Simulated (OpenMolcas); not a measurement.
# TlI (thallium iodide): levels of theory compared

We compute a comparison of 6 runs (B3LYP/def2-TZVPP, BHLYP/def2-TZVPP, M06-L/def2-TZVPP, PBE0/def2-TZVPP, SVWN5/def2-TZVPP, TPSS/def2-TZVPP) of TlI (thallium iodide). 

The calculation is run with OpenMolcas 26.06.

**1. The system as given**

TlI has 2 atoms, charge 0, and is taken as a singlet. As SMILES, `[I][Tl]`. Geometry: relaxed at PBE0-D4/def2-TZVP.

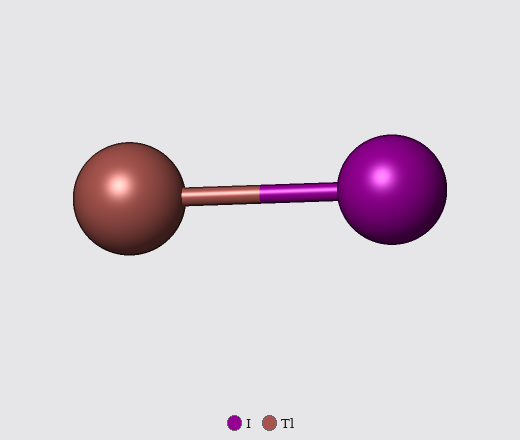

The structure, seen from a chosen angle (iodine purple, thallium brown).

**2. Energy and forces at B3LYP/def2-TZVPP (core potential) (run 1)**

job.input reads:

```
&GATEWAY
BasLib = $CurrDir
BasisSet
I.def2-TZVPP....
I1 0.000000 0.000000 -0.008400 angstrom
End of Basis
BasisSet
Tl.def2-TZVPP....
Tl2 0.000000 0.000000 2.832460 angstrom
End of Basis
&SEWARD
GridInput
Grid=UltraFine
End of Grid
&SCF
KSDFT = B3LYP
Thresholds = 1e-10 1e-07 1e-07 1e-05
PrOrbitals = 1 2
&ALASKA
```

The basis set def2-TZVPP is read from a file made from the Basis Set Exchange's data (not shown).

Launch:

```sh
$ export MOLCAS_MEM=1860
$ pymolcas job.input > job.log
```

What it wrote:

```text
--- Start Module: gateway ---
[...]
--- Stop Module: gateway /rc=_RC_ALL_IS_WELL_ ---
[...]
      Basis functions          100
[...]
--- Start Module: scf ---
[...]
       Convergence after  17 Iterations
[...]
::    Total KS-DFT energy                            -470.4732198307
[...]
      Total spin, S                                     0.0000000000
[...]
      Total electronic charge=   46.000000
      Total            charge=   -0.000000
[...]
      Dipole Moment (debye):
      Origin of the operator (angstrom)=    0.0000    0.0000    1.7462
                   X=  1.3319E-15               Y= -4.9372E-16               Z=  4.4373E+00           Total=  4.4373E+00
      Quadrupole Moment (debye*angstrom):
[...]
--- Stop Module: scf /rc=_RC_ALL_IS_WELL_ ---
[...]
--- Start Module: alaska ---
[...]
 *              Molecular gradients               *
 **************************************************
  Irreducible representation: a
 ------------------------------------------------------------------------------------------
                              X                       Y                       Z
 ------------------------------------------------------------------------------------------
  I1               -1.05618446141757E-15    3.32777932775476E-15    4.40569875796726E-03
  TL2               1.05550683443937E-15   -3.32463514223002E-15   -4.40569875796015E-03
 ------------------------------------------------------------------------------------------
--- Stop Module: alaska /rc=_RC_ALL_IS_WELL_ ---
[...]
```

Wall time 21 s (1 thread of Arm Neoverse V2, shared host); peak memory 0.56 GiB.

**3. Energy and forces at BHLYP/def2-TZVPP (core potential) (run 2)**

mol.inp reads:

```
* ITl Kohn-Sham DFT
>>> EXPORT MOLCAS_PRINT=2
&gateway
baslib
$CurrDir
coord
2
angstrom
I        0.000000       0.000000      -0.008400
Tl       0.000000       0.000000       2.832460
basis
def2-TZVPP
group
NoSym
&seward
gridinput
Grid=UltraFine
End of Grid
&scf
ksdft
HYB_GGA_XC_BHANDHLYP
thresholds
1e-10 1e-07 1e-07 1e-05
prorbitals
1 1
&alaska
```

The basis set def2-TZVPP is read from a file made from the Basis Set Exchange's data (not shown).

Launch:

```sh
$ export MOLCAS_MEM=1860
$ pymolcas mol.inp > mol.log
```

What it wrote:

```text
--- Start Module: gateway ---
[...]
--- Stop Module: gateway /rc=_RC_ALL_IS_WELL_ ---
[...]
      Basis functions          100
[...]
--- Start Module: scf ---
[...]
       Convergence after  14 Iterations
[...]
::    Total KS-DFT energy                            -470.1402948193
[...]
      Total spin, S                                     0.0000000000
[...]
      Total electronic charge=   46.000000
      Total            charge=   -0.000000
[...]
      Dipole Moment (debye):
      Origin of the operator (angstrom)=    0.0000    0.0000    1.7462
                   X= -2.1527E-16               Y=  2.7409E-15               Z=  4.7344E+00           Total=  4.7344E+00
      Quadrupole Moment (debye*angstrom):
[...]
--- Stop Module: scf /rc=_RC_ALL_IS_WELL_ ---
[...]
--- Start Module: alaska ---
[...]
 *              Molecular gradients               *
 **************************************************
  Irreducible representation: a
 ------------------------------------------------------------------------------------------
                              X                       Y                       Z
 ------------------------------------------------------------------------------------------
  I1                1.97586973601632E-15   -7.93891548081277E-16    2.40601312139432E-03
  TL2              -1.97402659273668E-15    7.97360981591547E-16   -2.40601312135880E-03
 ------------------------------------------------------------------------------------------
--- Stop Module: alaska /rc=_RC_ALL_IS_WELL_ ---
[...]
```

Run time: 18 s. Hardware: 1 thread of Arm Neoverse V2, shared host; peak memory 0.56 GiB.

Runs 3 to 5 aren't shown in full; the table further down has their settings and results.

**4. Energy and gradient at TPSS/def2-TZVPP (core potential) (run 6)**

job.inp reads:

```
&GATEWAY
 BASLIB=$CurrDir
 COORD
 2
 angstrom
 I        0.000000       0.000000      -0.008400
 Tl       0.000000       0.000000       2.832460
 BASIS=def2-TZVPP
 GROUP=NoSym

&SEWARD
 GRIDINPUT
 Grid=UltraFine
 End of Grid

&SCF
 KSDFT=2
 1.0 MGGA_X_TPSS
 1.0 MGGA_C_TPSS
 THRESHOLDS=1e-10 1e-07 1e-07 1e-05
 PRORBITALS=1

&ALASKA
```

The basis set def2-TZVPP is read from a file made from the Basis Set Exchange's data (not shown).

Launch:

```sh
$ export MOLCAS_MEM=1860
$ pymolcas job.inp > job.log
```

What it wrote:

```text
--- Start Module: gateway ---
[...]
--- Stop Module: gateway /rc=_RC_ALL_IS_WELL_ ---
[...]
      Basis functions          100
[...]
--- Start Module: scf ---
[...]
       Convergence after  17 Iterations
[...]
::    Total KS-DFT energy                            -470.1550262716
[...]
      Total spin, S                                     0.0000000000
[...]
      Total electronic charge=   46.000000
      Total            charge=   -0.000000
[...]
      Dipole Moment (debye):
      Origin of the operator (angstrom)=    0.0000    0.0000    1.7462
                   X=  3.5458E-15               Y=  1.8369E-15               Z=  4.3789E+00           Total=  4.3789E+00
      Quadrupole Moment (debye*angstrom):
[...]
--- Stop Module: scf /rc=_RC_ALL_IS_WELL_ ---
[...]
--- Start Module: alaska ---
[...]
 *              Molecular gradients               *
 **************************************************
  Irreducible representation: a
 ------------------------------------------------------------------------------------------
                              X                       Y                       Z
 ------------------------------------------------------------------------------------------
  I1                8.27062670505457E-16   -2.68193384447256E-15    2.70042693090389E-03
  TL2              -8.29773176143468E-16    2.68150016368111E-15   -2.70042693091099E-03
 ------------------------------------------------------------------------------------------
--- Stop Module: alaska /rc=_RC_ALL_IS_WELL_ ---
[...]
```

Run time: 24 s. Hardware: 1 thread of Arm Neoverse V2, shared host; peak memory 0.56 GiB.

**5. The series**

| run | level | energy (Eh) | dipole moment (D) | HOMO energy (eV) | LUMO energy (eV) | wall time |
| --- | --- | --- | --- | --- | --- | --- |
| 1 | B3LYP/def2-TZVPP (core potential) | -470.473220 | 4.44 | -6.70 | -2.20 | 21 s |
| 2 | BHLYP/def2-TZVPP (core potential) | -470.140295 | 4.73 | -7.66 | -1.36 | 18 s |
| 3 | M06-L/def2-TZVPP (core potential) | -470.587910 | 4.24 | -5.86 | -2.16 | 23 s |
| 4 | PBE0/def2-TZVPP (core potential) | -470.323797 | 4.54 | -6.89 | -1.93 | 18 s |
| 5 | SVWN5/def2-TZVPP (core potential) | -469.670557 | 4.11 | -6.11 | -2.81 | 15 s |
| 6 | TPSS/def2-TZVPP (core potential) | -470.155026 | 4.38 | -5.95 | -2.42 | 24 s |

**6. What came out**

| quantity | value |
| --- | --- |
| run 6: total energy | -470.15503 Eh |
| run 6: dipole moment | 4.38 D |
| run 6: HOMO energy | -5.95 eV |
| run 6: LUMO energy | -2.42 eV |
| run 6: HOMO–LUMO gap | 3.53 eV |
| run 6: largest force on an atom | 0.139 eV/Å |

In words: The dipole moment (its size) runs from 4.11 D (SVWN5/def2-TZVPP) to 4.73 D (BHLYP/def2-TZVPP). The HOMO–LUMO gap runs from 3.30 eV (SVWN5/def2-TZVPP) to 6.30 eV (BHLYP/def2-TZVPP). Totals of different functionals can't be ranked against each other. All runs together took 2 min, the longest 24 s.
